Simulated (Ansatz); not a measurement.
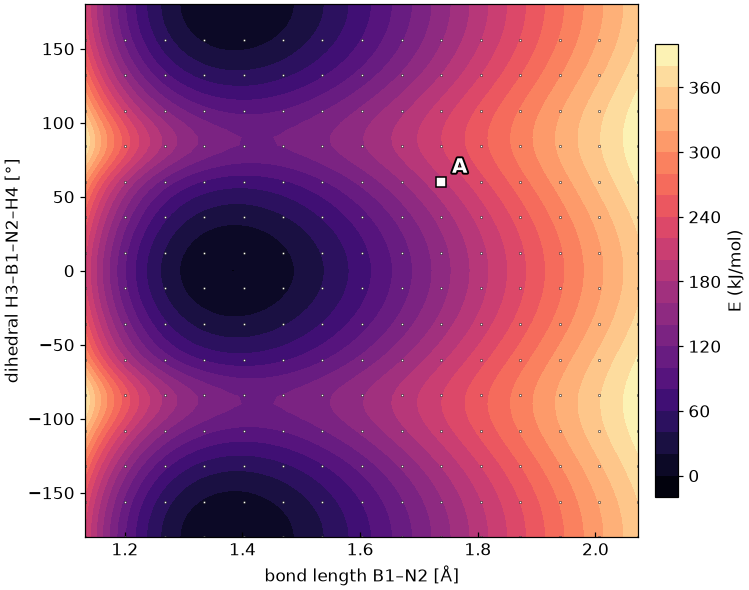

BH₃N, SMILES [BH]N, spin multiplicity 2. 
- First axis: bond length B1–N2. Second axis: dihedral H3–B1–N2–H4.
- Nothing is relaxed (all other coordinates rigid).
- The scan uses a 15 × 15 grid; 120 points were computed and 105 follow by symmetry.
- Points are written as (first, second).
- All energies are given in kJ/mol relative to the relaxed molecule at the same level.
- The calculation used Ansatz 0.2.0, UHF-MP2, frozen core/def2-TZVP.

Drawn: filled contours, dots at the grid points, the point A. Between grid points the surface is interpolated.

### Which way does the force act at A, and how strong is it?

A, at (1.738 Å, 60°), is not a stationary point. The computed force is 550 kJ/mol for each Å towards smaller values of bond length B1–N2 and 1.2 kJ/mol for each degree towards smaller values of dihedral H3–B1–N2–H4.
